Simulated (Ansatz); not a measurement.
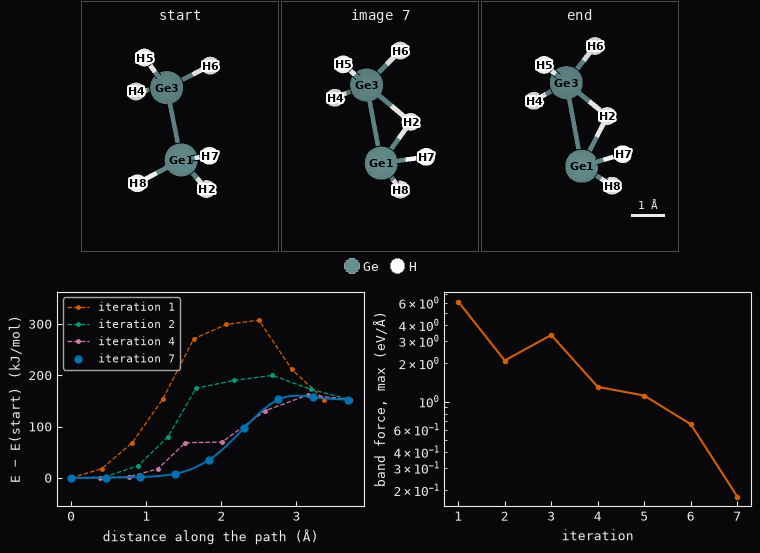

NEB run on Ge$_{2}$H$_{6}$. Images are numbered from 0 (start) to 8 (end). The plot follows the band through its iterations. A ball-and-stick model, seen from a free direction.

All numbers below come from RKS PBE-D4/def2-SVP in Ansatz. Run with 7 movable images; climbing image; force threshold 0.2 eV/Å; iteration limit 60; starting path through a guess of the saddle point.

Did the band converge, and can the barrier be trusted?

The run is converged, with reservations. The band converged in 7 iterations. The largest component of the band force went from 6.2 to 0.18 eV/Å. The climbing image converged on the top of the path. Its curvatures weren't checked. The force threshold is loose. The first iteration put the highest image at 307.5 kJ/mol. Forward barrier 157.7 kJ/mol, backward barrier 5.0 kJ/mol, with image 7 at the top; the reaction energy is +152.8 kJ/mol.
